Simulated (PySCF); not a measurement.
**C5H14OSi (trimethylethoxysilane): density, localisation and related maps**

```yaml
atoms:
  - { symbol: C, position_ang: [3.0215, -0.0311, 0.8466] }
  - { symbol: C, position_ang: [1.8463, 0.3236, -0.0519] }
  - { symbol: O, position_ang: [0.6657, -0.1944, 0.4982] }
  - { symbol: Si, position_ang: [-0.8661, -0.0988, -0.0621] }
  - { symbol: C, position_ang: [-1.4531, 1.7145, -0.1993] }
  - { symbol: C, position_ang: [-1.8311, -1.0531, 1.2623] }
  - { symbol: C, position_ang: [-1.0372, -0.9065, -1.7854] }
  - { symbol: H, position_ang: [2.8683, 0.3865, 1.8380] }
  - { symbol: H, position_ang: [3.9433, 0.3654, 0.4296] }
  - { symbol: H, position_ang: [3.1046, -1.1108, 0.9360] }
  - { symbol: H, position_ang: [1.7588, 1.4126, -0.1486] }
  - { symbol: H, position_ang: [1.9982, -0.0947, -1.0543] }
  - { symbol: H, position_ang: [-1.3549, 2.2311, 0.7515] }
  - { symbol: H, position_ang: [-0.8701, 2.2668, -0.9322] }
  - { symbol: H, position_ang: [-2.4939, 1.7800, -0.4995] }
  - { symbol: H, position_ang: [-1.7218, -0.5949, 2.2393] }
  - { symbol: H, position_ang: [-2.8882, -1.0739, 1.0219] }
  - { symbol: H, position_ang: [-1.4884, -2.0791, 1.3413] }
  - { symbol: H, position_ang: [-2.0668, -0.9118, -2.1282] }
  - { symbol: H, position_ang: [-0.4507, -0.3775, -2.5326] }
  - { symbol: H, position_ang: [-0.6932, -1.9370, -1.7708] }
```

Geometry: GFN2-xTB.

Method: PBE0/def2-SVPD, SCF density, gas phase in PySCF.

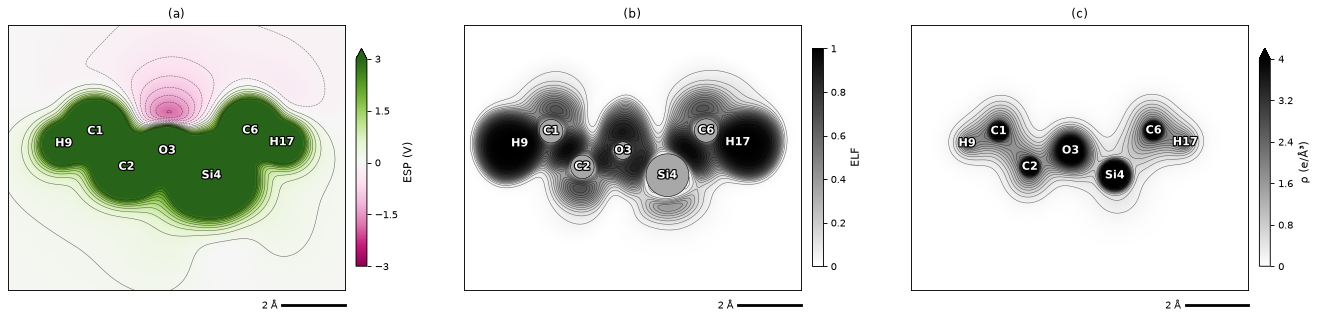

Figure 1. (a) molecular electrostatic potential; (b) electron localisation function; (c) total electron density on the plane of atoms C2, O3 and Si4. Grey discs cover the atomic cores in the ELF map.

### What does the map show?

- The section cuts through C, O, Si and H sites.
- C–O (1.40 Å): ρ at the midpoint is about 2.1 e/Å³, with its minimum of 1.7 e/Å³ about 0.5 Å from C; the ELF peaks at about 0.90 between the atoms; a polar covalent bond.
- C–C (1.52 Å): ρ is about 1.7 e/Å³ halfway; the ELF peaks at about 0.95 between the atoms; a shared electron pair.
- Si–O (1.63 Å): the density is about 1.1 e/Å³ at the midpoint; the ELF peaks at about 0.85 between the atoms, as expected for a shared but strongly polarised pair.
- C–Si (1.90 Å): ρ is about 0.94 e/Å³ halfway; the ELF peaks at about 0.95 between the atoms (a covalent bond).
- C–H (1.08 Å): the density is about 1.9 e/Å³ at the midpoint; the ELF climbs to about 1 towards the hydrogen, as it does in any bond to H; a covalent bond by its length.
- The ELF also peaks beside O3, away from the bonds: lone-pair regions.
- Outside the dense part of the molecule the potential is most negative (−1.9 V) near O3.

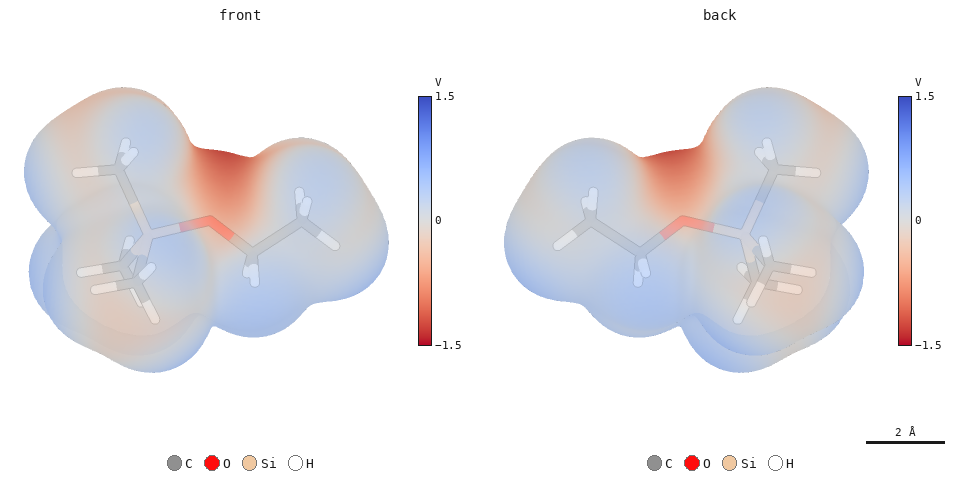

Figure 2. The electrostatic potential painted on the density surface at 0.001 e/bohr³, seen from the front and from behind; the colour scale runs from red (negative) to blue (positive).

### Describe the electrostatic potential map.

The most negative region (about −1.2 V) lies over O3, the most positive (about +0.5 V) over the C, H and Si atoms. O3 is the likeliest acceptor of a hydrogen bond.
